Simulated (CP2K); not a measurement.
Band structure of CuS (Fm-3m, 2 atoms in the cell).

```
CELL_PARAMETERS angstrom
      3.45055     0.00000     0.00000
      1.72527     2.98826     0.00000
      1.72527     0.99609     2.81736
ATOMIC_POSITIONS crystal
  Cu 0.00000 0.00000 0.00000
  S  0.50000 0.50000 0.50000
```

Level of theory: PBEsol, GPW, DZVP-MOLOPT-SR-GTH basis, GTH-PBE potentials (GTH_POTENTIALS) run with CP2K 2026.2.

Settings: CUTOFF = 600 Ry; REL_CUTOFF = 60 Ry; SMEAR/METHOD = FERMI_DIRAC; ELECTRONIC_TEMPERATURE = 1160.45 K; KPOINTS/SCHEME = MONKHORST-PACK 8 8 8; GAMMA_CENTERED = T; XC_FUNCTIONAL = PBE:PBESOL; Cu/BASIS_SET = DZVP-MOLOPT-SR-GTH-q11; Cu/POTENTIAL = GTH-PBE-q11; S/BASIS_SET = DZVP-MOLOPT-SR-GTH-q6; S/POTENTIAL = GTH-PBE-q6; METHOD = GPW; EPS_DEFAULT = 1e-10; EXTRAPOLATION = USE_GUESS.

The starting cell comes from a database of computed structures (which also holds hypothetical and non-ambient phases and stackings), without a prior relaxation at this level. Spin polarisation is off; with an odd number of electrons in the cell that forces a metal, and a magnetic state may lie lower. Values carry the incompleteness of an atom-centred basis. The potentials were made for another functional than the one used.

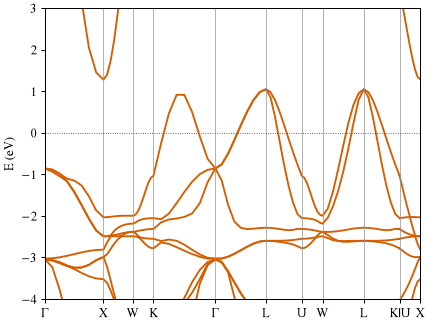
Figure: Bands along the path, energies from the Fermi level.

Levels in eV from the Fermi level, bands 6 to 11:
```csv
point,6,7,8,9,10,11
Γ,-3.03,-0.86,-0.86,-0.86,3.57,10.99
X,-2.81,-2.49,-2.49,-2.03,1.28,6.53
W,-2.38,-2.38,-2.19,-2.00,5.57,8.14
K,-2.55,-2.32,-2.05,-1.04,3.44,8.04
L,-2.60,-2.29,1.05,1.05,4.43,6.43
U,-2.55,-2.32,-2.05,-1.04,3.44,8.04
```

Bands cross the Fermi level along this path, so the cell is metallic at this level.

Higher empty bands are left out: an atom-centred basis made for the valence describes them poorly.
